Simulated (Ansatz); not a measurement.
## Electronic structure of ClH₂Si (SMILES [SiH2-]Cl) (charge −1) in real space

Input

```
crystal:
  periodic: [false, false, false]
  atoms:
    - {symbol: Si, position_ang: [-0.474394, 0.435494, 0.264584]}
    - {symbol: Cl, position_ang: [1.661823, -0.120204, 0.771908]}
    - {symbol: H, position_ang: [-0.957845, -1.050100, 0.032531]}
    - {symbol: H, position_ang: [-0.240628, 0.542503, -1.265899]}
basis:
  gaussian: {orbitals: "def2-TZVPPD.json"}
total_charge: -1
hamiltonian: {xc: pbe0, dispersion: d4}
output: {forces: true, orbitals: {seedname: orbitals}}
```

Run with:

```sh
ansatz run in.yaml --threads 2 --pin off --events-out ev --progress --plain --max-ram 3481MiB
```

Geometry: a frame of the PBE0-D4/def2-SVPD trajectory; not at a stationary point (largest force 0.7 eV/Å).

Theory: RKS PBE0-D4/def2-TZVPPD in Ansatz 0.2.0.

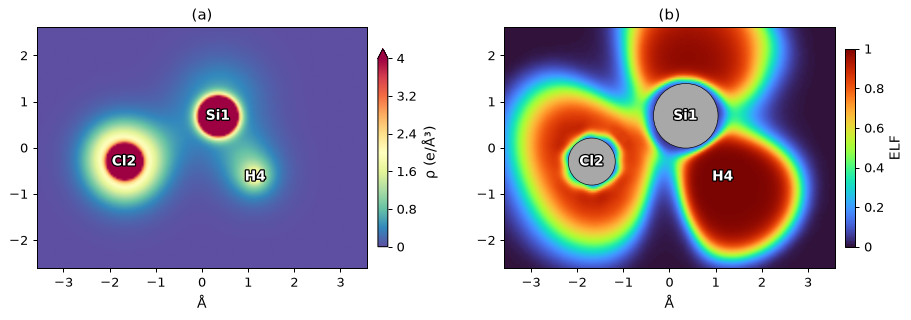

Figure 1. (a) electron density; (b) ELF on the plane of atoms Cl2, Si1 and H4. Grey discs cover the atomic cores in the ELF map.

Question: What does the map show?

Answer:
- Atoms in the plane: Si, Cl and H.
- Si–Cl (2.26 Å): ρ at the midpoint is about 0.59 e/Å³, with its minimum of 0.44 e/Å³ about 0.8 Å from Si; the ELF peaks at about 0.85 between the atoms; a shared but strongly polarised pair.
- Si–H (1.55 Å): ρ at the midpoint is about 0.69 e/Å³; the ELF climbs to about 1 towards the hydrogen, as it does in any bond to H.
- The ELF also peaks beside Cl2 and Si1, away from the bonds: lone-pair regions.

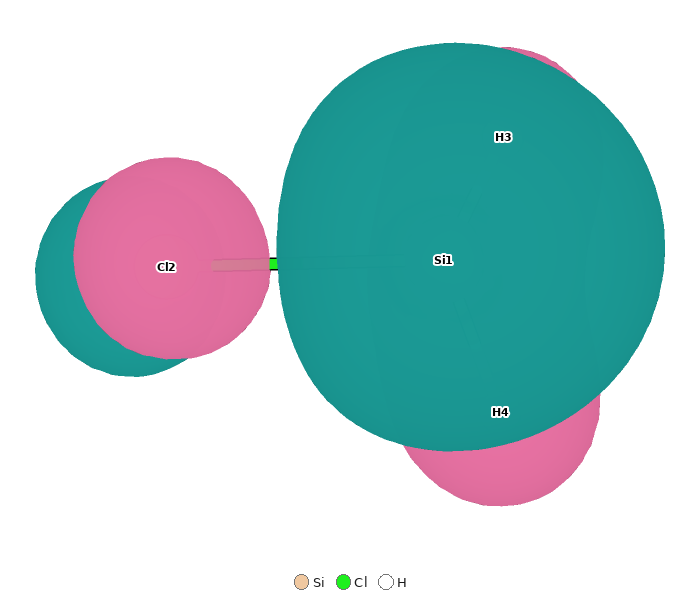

Figure 2. The HOMO at ±0.1 Å⁻³ᐟ² (teal and pink are the two phases), seen across its widest extent.

Question: What is the character of this orbital?

Answer: Its weight (Hirshfeld) is mainly on Si1 (about 70 %), Cl2 (about 10 %), H3 (about 10 %) and H4 (about 10 %). Its energy is −0.57 eV.

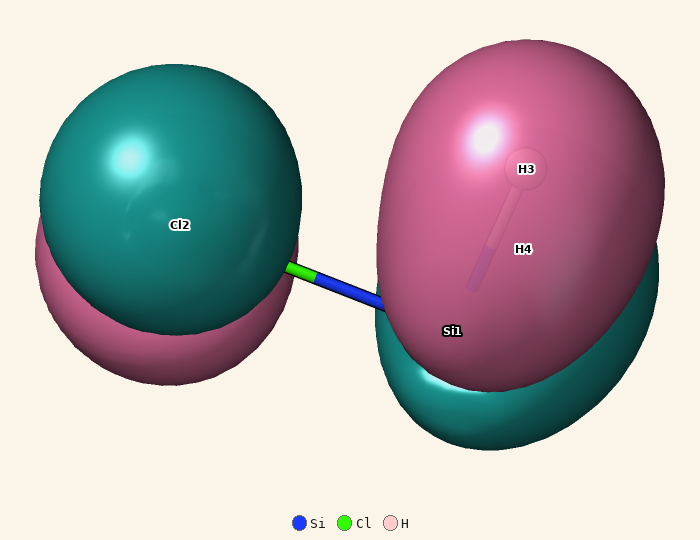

Figure 3. The HOMO−1 at ±0.1 Å⁻³ᐟ² (teal and pink are the two phases), seen from one side.

Question: What is the character of this orbital?

Answer: It lies mainly on Cl2 (about 40 %), Si1 (about 25 %), H3 (about 20 %) and H4 (about 20 %); π-antibonding (π*) across Cl2–Si1. Its energy is −2.69 eV.
